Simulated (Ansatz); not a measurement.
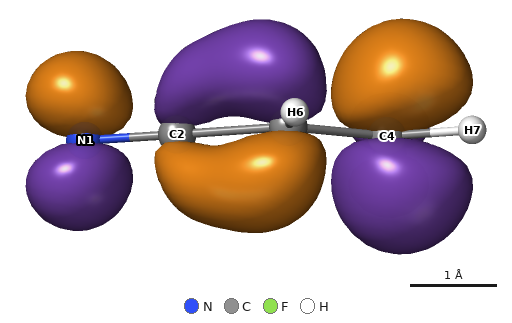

Figure. C$_{3}$H$_{2}$FN (SMILES N#CC=CF). One frontier orbital at ±0.15 Å⁻³ᐟ² (orange and purple are the two phases), seen from one side.

All numbers below come from RKS revPBE/def2-SVP (Ansatz 0.2.0).

```xyz
7

N     0.6630   -2.1353    1.4026
C     0.3943   -1.0865    0.9402
C     0.0678    0.1993    0.4094
C    -0.1134    0.4566   -0.9090
F    -0.0033   -0.4775   -1.8538
H    -0.0448    1.0382    1.1145
H    -0.3654    1.4540   -1.3072
```

### Which orbital is it: HOMO or LUMO?

The LUMO, at −2.45 eV. By Hirshfeld shares it lies mainly on C4 (about 35 %), C3 (about 20 %), N1 (about 20 %), C2 (about 10 %) and F5 (about 10 %); it changes sign across the molecular plane (π type); π-bonding across C2–C3; π-antibonding (a node) across N1–C2 and C3–C4.
